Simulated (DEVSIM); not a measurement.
System: Ti/SiO2/p-Si capacitor, at 300 K.

```csv
layer (left to right),material,thickness (nm),Na (cm⁻³)
1,SiO2,2.80,-
2,Si,970,3.5e17
```

Metal gate on the left, work function 4.33 eV. Fixed charge at the semiconductor interface -4e10 cm⁻² (in units of +e); interface traps 1e12 cm⁻² eV⁻¹, uniform in energy, neutral level at 0.5 of the gap above the valence band.

Constants are typed, rounded textbook-type inputs, not results; the design itself was drawn at random and stands for no fabricated device. Values at 300 K.

```tsv
parameter	SiO2	Si
gap (eV)	9	1.124
affinity (eV)	0.9	4.05
permittivity	3.9	11.7
Nc (cm⁻³)	-	2.86e19
Nv (cm⁻³)	-	3.1e19
```

Simulated with DEVSIM: 1D Poisson equation in equilibrium, Boltzmann statistics, complete ionisation; no quantum confinement or tunnelling. Metal contacts follow the ideal Schottky-Mott rule: no Fermi-level pinning, no interface dipoles.

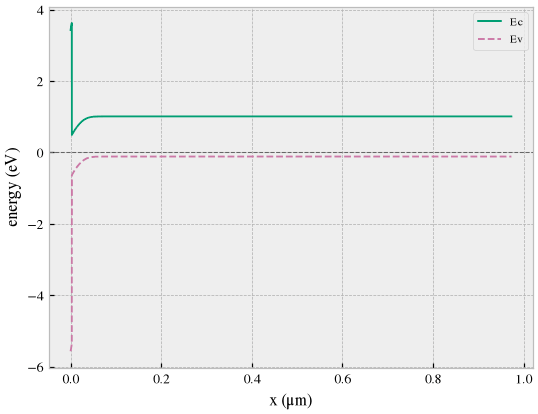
Figure: Band edges at 0.0 V on the gate

Energies count from the Fermi level of the right contact; mesh points crowd at the junctions.

```json
[
 {"x (μm)": "0.000", "Ec (eV)": "3.430", "Ev (eV)": "-5.570", "n (cm⁻³)": "< 1e2", "p (cm⁻³)": "< 1e2", "field (V/cm)": "750000"},
 {"x (μm)": "0.0007510", "Ec (eV)": "3.486", "Ev (eV)": "-5.514", "n (cm⁻³)": "< 1e2", "p (cm⁻³)": "< 1e2", "field (V/cm)": "750000"},
 {"x (μm)": "0.001585", "Ec (eV)": "3.548", "Ev (eV)": "-5.452", "n (cm⁻³)": "< 1e2", "p (cm⁻³)": "< 1e2", "field (V/cm)": "750000"},
 {"x (μm)": "0.002376", "Ec (eV)": "3.607", "Ev (eV)": "-5.393", "n (cm⁻³)": "< 1e2", "p (cm⁻³)": "< 1e2", "field (V/cm)": "750000"},
 {"x (μm)": "0.003504", "Ec (eV)": "0.505", "Ev (eV)": "-0.619", "n (cm⁻³)": "9.5e10", "p (cm⁻³)": "1.2e9", "field (V/cm)": "230000"},
 {"x (μm)": "0.005069", "Ec (eV)": "0.540", "Ev (eV)": "-0.584", "n (cm⁻³)": "2.5e10", "p (cm⁻³)": "4.7e9", "field (V/cm)": "220000"},
 {"x (μm)": "0.008162", "Ec (eV)": "0.605", "Ev (eV)": "-0.519", "n (cm⁻³)": "2.0e9", "p (cm⁻³)": "5.9e10", "field (V/cm)": "200000"},
 {"x (μm)": "0.01633", "Ec (eV)": "0.752", "Ev (eV)": "-0.372", "n (cm⁻³)": "6700000", "p (cm⁻³)": "1.7e13", "field (V/cm)": "160000"},
 {"x (μm)": "0.02957", "Ec (eV)": "0.914", "Ev (eV)": "-0.210", "n (cm⁻³)": "13000", "p (cm⁻³)": "9.1e15", "field (V/cm)": "87000"},
 {"x (μm)": "0.05299", "Ec (eV)": "1.002", "Ev (eV)": "-0.122", "n (cm⁻³)": "410", "p (cm⁻³)": "2.8e17", "field (V/cm)": "7900"},
 {"x (μm)": "0.09927", "Ec (eV)": "1.008", "Ev (eV)": "-0.116", "n (cm⁻³)": "330", "p (cm⁻³)": "3.5e17", "field (V/cm)": "11"},
 {"x (μm)": "0.2215", "Ec (eV)": "1.008", "Ev (eV)": "-0.116", "n (cm⁻³)": "330", "p (cm⁻³)": "3.5e17", "field (V/cm)": "≈ 0"},
 {"x (μm)": "0.4196", "Ec (eV)": "1.008", "Ev (eV)": "-0.116", "n (cm⁻³)": "330", "p (cm⁻³)": "3.5e17", "field (V/cm)": "≈ 0"},
 {"x (μm)": "0.6607", "Ec (eV)": "1.008", "Ev (eV)": "-0.116", "n (cm⁻³)": "330", "p (cm⁻³)": "3.5e17", "field (V/cm)": "≈ 0"},
 {"x (μm)": "0.8395", "Ec (eV)": "1.008", "Ev (eV)": "-0.116", "n (cm⁻³)": "330", "p (cm⁻³)": "3.5e17", "field (V/cm)": "≈ 0"},
 {"x (μm)": "0.9008", "Ec (eV)": "1.008", "Ev (eV)": "-0.116", "n (cm⁻³)": "330", "p (cm⁻³)": "3.5e17", "field (V/cm)": "≈ 0"},
 {"x (μm)": "0.9355", "Ec (eV)": "1.008", "Ev (eV)": "-0.116", "n (cm⁻³)": "330", "p (cm⁻³)": "3.5e17", "field (V/cm)": "≈ 0"},
 {"x (μm)": "0.9530", "Ec (eV)": "1.008", "Ev (eV)": "-0.116", "n (cm⁻³)": "330", "p (cm⁻³)": "3.5e17", "field (V/cm)": "≈ 0"},
 {"x (μm)": "0.9650", "Ec (eV)": "1.008", "Ev (eV)": "-0.116", "n (cm⁻³)": "330", "p (cm⁻³)": "3.5e17", "field (V/cm)": "≈ 0"},
 {"x (μm)": "0.9691", "Ec (eV)": "1.008", "Ev (eV)": "-0.116", "n (cm⁻³)": "330", "p (cm⁻³)": "3.5e17", "field (V/cm)": "≈ 0"},
 {"x (μm)": "0.9713", "Ec (eV)": "1.008", "Ev (eV)": "-0.116", "n (cm⁻³)": "330", "p (cm⁻³)": "3.5e17", "field (V/cm)": "≈ 0"},
 {"x (μm)": "0.9728", "Ec (eV)": "1.008", "Ev (eV)": "-0.116", "n (cm⁻³)": "330", "p (cm⁻³)": "3.5e17", "field (V/cm)": "≈ 0"}
]
```
